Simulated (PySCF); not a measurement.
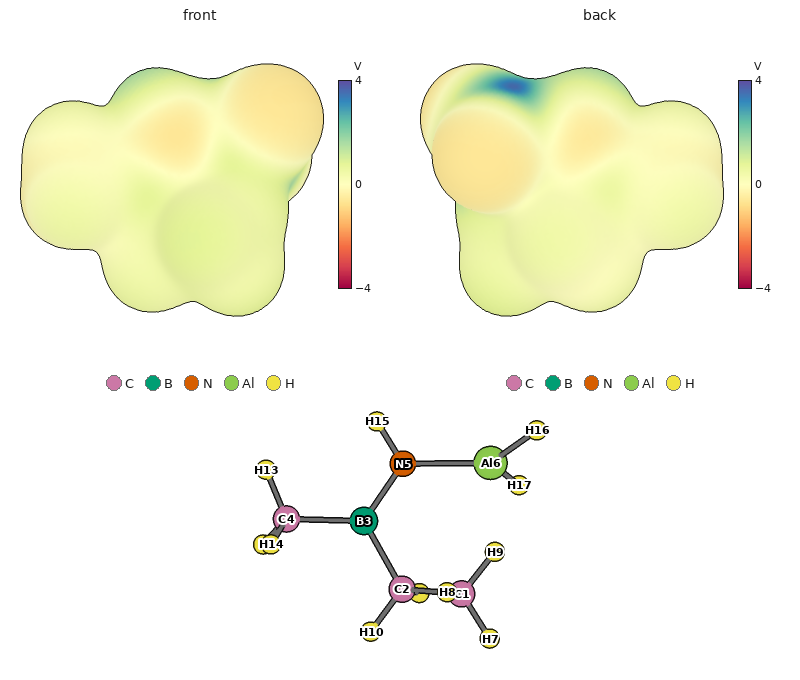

*C3H11AlBN (SMILES CCB(C)[NH][AlH2]). The electrostatic potential painted on the density surface at 0.002 e/bohr³, seen from the front and from behind; the colour scale runs from red (negative) to blue (positive). The bare structure is drawn below in the same view.*

Geometry: GFN2-xTB.

All numbers below come from PySCF, CAM-B3LYP/def2-SVPD, SCF density, gas phase.

```xyz
17

C    -0.3854   -1.6796    0.6734
C    -0.9153   -0.6661   -0.3361
B    -0.2744    0.7906   -0.1499
C    -1.1855    2.0899   -0.1464
N     1.1305    0.8424   -0.0076
Al    2.2263   -0.5945   -0.1340
H    -0.7596   -2.6836    0.4784
H    -0.6537   -1.3964    1.6892
H     0.7204   -1.7206    0.6235
H    -2.0059   -0.6586   -0.2864
H    -0.6521   -1.0198   -1.3391
H    -1.7859    2.1450   -1.0530
H    -0.6278    3.0211   -0.0652
H    -1.8927    2.0594    0.6813
H     1.4991    1.7822    0.1118
H     3.1947   -0.9376    1.0190
H     2.3604   -1.3618   -1.4698
```

### Which sites attract a positive test charge, and which a negative one?

A positive charge is drawn to the negative regions and a negative charge to the positive ones. The most negative region (about −0.6 V) lies over N5, H16 and H17, the most positive (about +3.2 V) over Al6.
